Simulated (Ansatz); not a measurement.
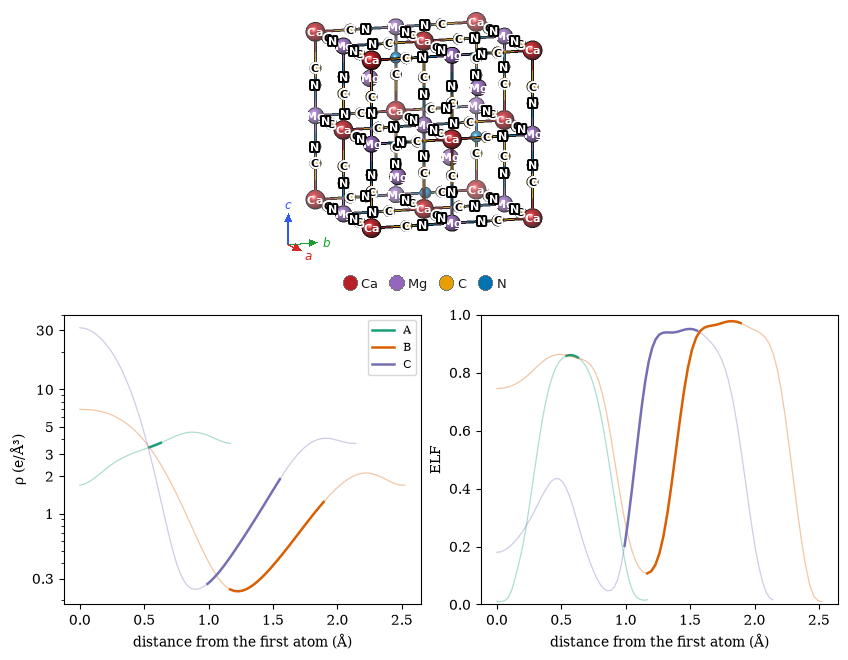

Figure. CaMg$_{2}$C$_{6}$N$_{6}$. Valence charge density (pseudo) and electron localisation function along straight lines between neighbouring atoms. Thin, pale parts lie inside the atomic spheres. The structure is drawn too.

Space group F-43m; a structure generated by program, which may or may not match a known phase; spin-polarised.

The calculation used DFT PBE, scalar-relativistic, plane waves, PAW in Ansatz 0.2.0.

In a PAW calculation such maps are meaningful between the atoms, not at the nuclei.

**Which curve belongs to which contact (Ca–C, C–N and Mg–N)? The first atom named is at distance zero.**

Curve A: C–N (1.17 Å): ρ at the midpoint is about 3.6 e/Å³; the ELF peaks at about 0.85 between the atoms. Curve B: Ca–C (2.52 Å): ρ at the midpoint is about 0.24 e/Å³; the ELF peaks at about 1 in the valence shell of C, 0.7 Å from its nucleus, and is about 0.20 at the midpoint; no localised pair shows between them. Curve C: Mg–N (2.14 Å): ρ at the midpoint is about 0.33 e/Å³; the ELF peaks at about 0.95 in the valence shell of N, 0.6 Å from its nucleus, and is about 0.50 at the midpoint.
